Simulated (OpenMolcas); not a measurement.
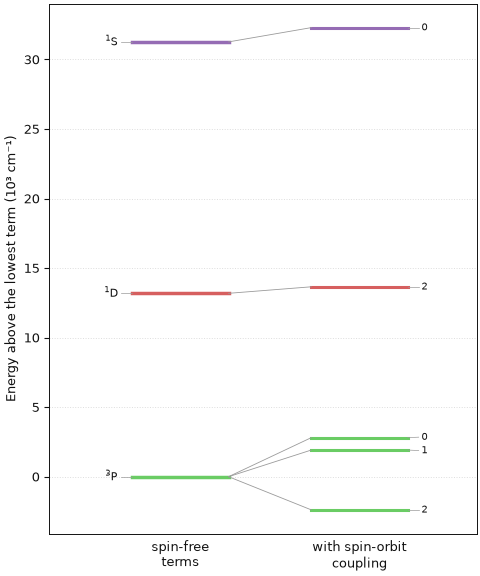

**Figure 1.** Terms of Kr²⁺ (krypton, Z = 36) without and with spin-orbit coupling; numbers at the right are J. ³P (at 0) splits over 5,190 cm⁻¹ into J = 2, 1, 0 from the bottom up (inverted); ¹D (at 13,200 cm⁻¹) gives the one level J = 2; ¹S (at 31,300 cm⁻¹) gives the one level J = 0. The ground level lies 2,380 cm⁻¹ below the lowest term.

Multiconfigurational calculation, with input and output: Kr²⁺

System: Kr²⁺.
Method: state-averaged SS-CASPT2, IPEA shift 0.25, imaginary shift 0.1 hartree, closed shells 3d 4s correlated, active space 4 electrons in the shell 4p, basis ANO-RCC-VDZP, DKH2 scalar Hamiltonian, spin-orbit coupling by RASSI with atomic mean-field integrals (OpenMolcas).

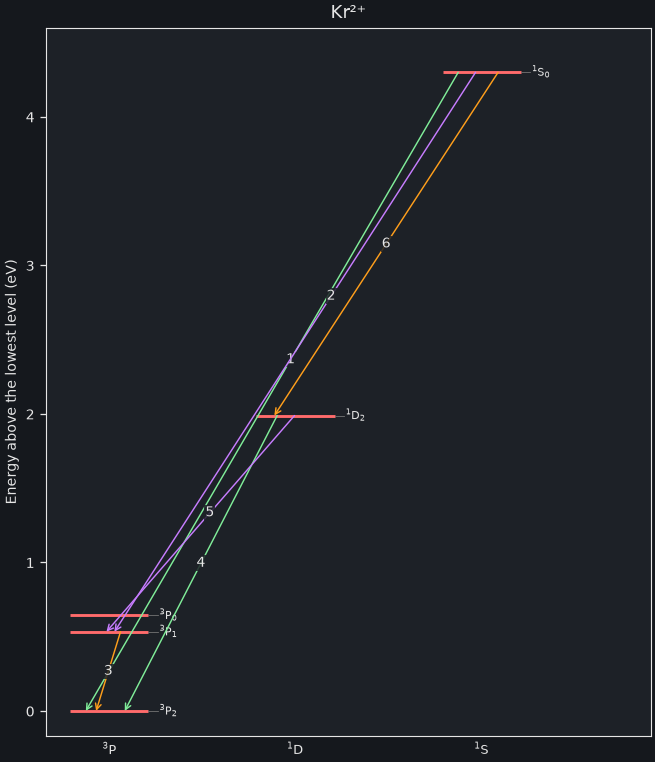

**Figure 2.** Levels of Kr²⁺ with 6 numbered transitions. Rates are at computed energies.

```tsv
No.	Upper	Lower	Type	λ (vacuum)	A (s⁻¹)
1	4p⁴ ¹S₀	4p⁴ ³P₂	E2	288 nm	0.68
2	4p⁴ ¹S₀	4p⁴ ³P₁	M1	329 nm	53
3	4p⁴ ³P₁	4p⁴ ³P₂	M1	2.33 µm	1.7
4	4p⁴ ¹D₂	4p⁴ ³P₂	M1	623 nm	4.8
5	4p⁴ ¹D₂	4p⁴ ³P₁	M1	852 nm	0.64
6	4p⁴ ¹S₀	4p⁴ ¹D₂	E2	537 nm	5.0
```

Line 2 has the largest rate; it falls in the ultraviolet region.

Input and output of the run follow.

**Input file**
```
&GATEWAY
Coord
1

Kr 0.0 0.0 0.0
Basis=ANO-RCC-VDZP
Group=XYZ
NoMove
AngMom=0.0 0.0 0.0
AMFI
&SEWARD
&RASSCF
FileOrb=start.orb
Symmetry=1
Spin=3
nActEl=4 0 0
Inactive=9 6
Ras2=0 3
CIRoot=3 3 1
SDav=3
CIMx=300
Iter=120 100
PrWF=0.3
OrbListing=Nothing
MaxOrb=0
Atom
>>> COPY $Project.JobIph JOB001
&RASSCF
FileOrb=start.orb
Symmetry=1
Spin=1
nActEl=4 0 0
Inactive=9 6
Ras2=0 3
CIRoot=6 6 1
SDav=6
CIMx=300
Iter=120 100
PrWF=0.3
OrbListing=Nothing
MaxOrb=0
Atom
>>> COPY $Project.JobIph JOB002
&RASSI
NrOfJobIphs=2 3 6
1 2 3
1 2 3 4 5 6
IphNames
JOB001
JOB002
EJob
SpinOrbit
DIPRint=1.0
SOCoupling=1000.0
Subsets=2
MEES
Property=10
'ANGMOM' 1 'ANGMOM' 2 'ANGMOM' 3 'MLTPL  1' 1 'MLTPL  1' 2 'MLTPL  1' 3
'AMFI' 1 'AMFI' 2 'AMFI' 3 'MLTPL  2' 6
SOProperty=3
'ANGMOM' 1 'ANGMOM' 2 'ANGMOM' 3
>>> COPY JOB001 $Project.JobIph
&CASPT2
Multistate=3 1 2 3
Frozen=3 6
IPEA=0.25
Imaginary=0.1
MaxIter=60
WThr=0.0 0.3 0.05
PrWF=0.5
NoMix
>>> COPY JOB002 $Project.JobIph
&CASPT2
Multistate=6 1 2 3 4 5 6
Frozen=3 6
IPEA=0.25
Imaginary=0.1
MaxIter=60
WThr=0.0 0.3 0.05
PrWF=0.5
NoMix
```

The file start.orb holds starting orbitals from an earlier step. A driver script formed the levels outside the program, from RASSI's spin-orbit matrix and the CASPT2 energies (for multi-state variants, the effective Hamiltonian), averaged over the components of each term or state. The log and the time are those of the CASPT2 step.

**Log (extracts)**
```
--- CASPT2 ---
Orbital specifications:
      -----------------------

      Symmetry species                           1   2
                                                ag  au
      Frozen orbitals                            3   6
      Inactive orbitals                          6   0
      Active orbitals                            0   3
      Secondary orbitals                         6   3
      Deleted orbitals                           0   0
      Number of basis functions                 15  12
Type of calculation                        MS-CASPT2
      Fock operator                              state-specific
      IPEA shift                                 0.25
      Real shift                                 0.00
      Imaginary shift                            0.10
      The input orbitals will be transformed to quasi-canonical
Reference energy:       -2786.6988375813
      E2 (Non-variational):      -0.0977705186
      Shift correction:          -0.0001335768
      E2 (Variational):          -0.0979040954
      Total energy:           -2786.7967416767
      Residual norm:              0.0000000669
      Reference weight:           0.96670
      Contributions to the CASPT2 correlation energy
      Active & Virtual Only:         -0.0398942942
      One Inactive Excited:          -0.0414061634
      Two Inactive Excited:          -0.0164700610
Reference energy:       -2786.6988375813
      E2 (Non-variational):      -0.0977705186
      Shift correction:          -0.0001335768
      E2 (Variational):          -0.0979040954
      Total energy:           -2786.7967416767
      Residual norm:              0.0000000669
      Reference weight:           0.96670
      Contributions to the CASPT2 correlation energy
      Active & Virtual Only:         -0.0398942942
      One Inactive Excited:          -0.0414061634
      Two Inactive Excited:          -0.0164700610
::    CASPT2 Root  1     Total energy:  -2786.79674168
::    CASPT2 Root  2     Total energy:  -2786.79674168
::    CASPT2 Root  3     Total energy:  -2786.79674168
::    MS-CASPT2 Root  1     Total energy:  -2786.79674168
::    MS-CASPT2 Root  2     Total energy:  -2786.79674168
::    MS-CASPT2 Root  3     Total energy:  -2786.79674168
--- CASPT2 ---
Orbital specifications:
      -----------------------

      Symmetry species                           1   2
                                                ag  au
      Frozen orbitals                            3   6
      Inactive orbitals                          6   0
      Active orbitals                            0   3
      Secondary orbitals                         6   3
      Deleted orbitals                           0   0
      Number of basis functions                 15  12
Type of calculation                        MS-CASPT2
      Fock operator                              state-specific
      IPEA shift                                 0.25
      Real shift                                 0.00
      Imaginary shift                            0.10
      The input orbitals will be transformed to quasi-canonical
Reference energy:       -2786.6337675243
      E2 (Non-variational):      -0.1028856082
      Shift correction:          -0.0001510306
      E2 (Variational):          -0.1030366387
      Total energy:           -2786.7368041631
      Residual norm:              0.0000000285
      Reference weight:           0.96378
      Contributions to the CASPT2 correlation energy
      Active & Virtual Only:         -0.0407511044
      One Inactive Excited:          -0.0454015835
      Two Inactive Excited:          -0.0167329203
Reference energy:       -2786.6337675243
      E2 (Non-variational):      -0.1029542196
      Shift correction:          -0.0001511383
      E2 (Variational):          -0.1031053579
      Total energy:           -2786.7368728822
      Residual norm:              0.0000000250
      Reference weight:           0.96375
      Contributions to the CASPT2 correlation energy
      Active & Virtual Only:         -0.0408155566
      One Inactive Excited:          -0.0454059322
      Two Inactive Excited:          -0.0167327308
::    CASPT2 Root  1     Total energy:  -2786.73680416
::    CASPT2 Root  2     Total energy:  -2786.73687288
::    CASPT2 Root  3     Total energy:  -2786.73646560
::    CASPT2 Root  4     Total energy:  -2786.73687274
::    CASPT2 Root  5     Total energy:  -2786.73630720
::    CASPT2 Root  6     Total energy:  -2786.65429087
::    MS-CASPT2 Root  1     Total energy:  -2786.73703758
::    MS-CASPT2 Root  2     Total energy:  -2786.73687389
::    MS-CASPT2 Root  3     Total energy:  -2786.73686978
::    MS-CASPT2 Root  4     Total energy:  -2786.73642645
::    MS-CASPT2 Root  5     Total energy:  -2786.73621442
::    MS-CASPT2 Root  6     Total energy:  -2786.65419132
```

**Spin-orbit levels, grouped by J and assigned**

```tsv
Configuration	Level	E (cm⁻¹)	LS purity (%)	Landé g
4p⁴	³P₂	0	97	1.487
4p⁴	³P₁	4,300	100	1.501
4p⁴	³P₀	5,190	97	–
4p⁴	¹D₂	16,040	97	1.015
4p⁴	¹S₀	34,670	97	–
```

**Summary**

- outcome: converged
- lowest level: 4p⁴ ³P₂
- first excited level: 4p⁴ ³P₁, 4,300 cm⁻¹ (measured: 4,548)
- energy of the lowest spin-free term: −2786.79674 hartree
- energy of the lowest spin-orbit level: −2786.80761 hartree
- CASPT2 correlation energy: −0.0979 hartree
- largest spread among components of a term: 124.2 cm⁻¹
- lowest reference weight: 0.955
- hardware: 1 CPU thread, shared host
- wall time: 0.58 s

**Notes**

The components of ¹D, which symmetry makes degenerate, are split by 124 cm⁻¹ in CASPT2. This is an artefact; the levels of such states rest on averages and are uncertain by about as much. The run is of multi-state type; this report uses its single-state energies. Caveats: closed s shell leaves the highest p terms too high; only configurations of the active space are included.
